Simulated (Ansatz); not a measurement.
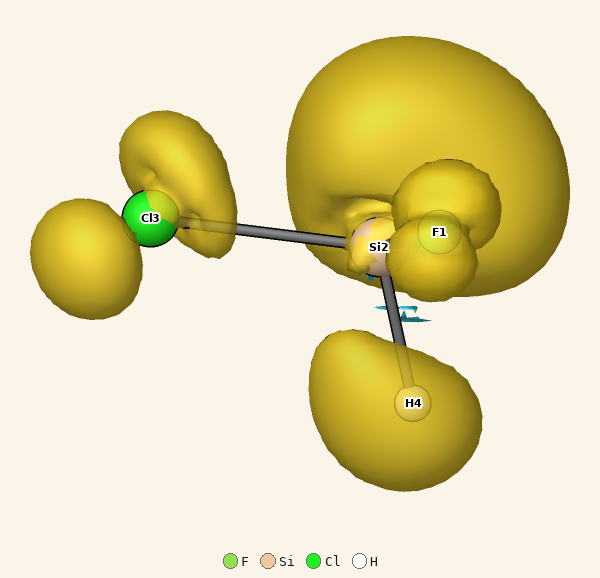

Figure. ClFHSi (SMILES F[SiH]Cl) (doublet). Isosurfaces of the spin density (α minus β) at +0.02 (yellow) and −0.02 e/Å³ (cyan), seen at an oblique angle.

Geometry: PBE0-D4/def2-TZVP.

Level of theory: Ansatz, UKS PBE0-D4/def2-TZVPP.

| atom | x (Å) | y (Å) | z (Å) |
| --- | --- | --- | --- |
| F | -1.0278 | -0.3703 | 1.0827 |
| Si | -0.2517 | -0.2524 | -0.3062 |
| Cl | 1.7460 | -0.5082 | 0.0424 |
| H | -0.4665 | 1.1309 | -0.8189 |

Which atoms carry the spin?

The unpaired spin (1 electron) lies mostly on Si2 (about 0.7), Cl3 (about 0.1) and H4 (about 0.1), in electrons by Hirshfeld's partition.
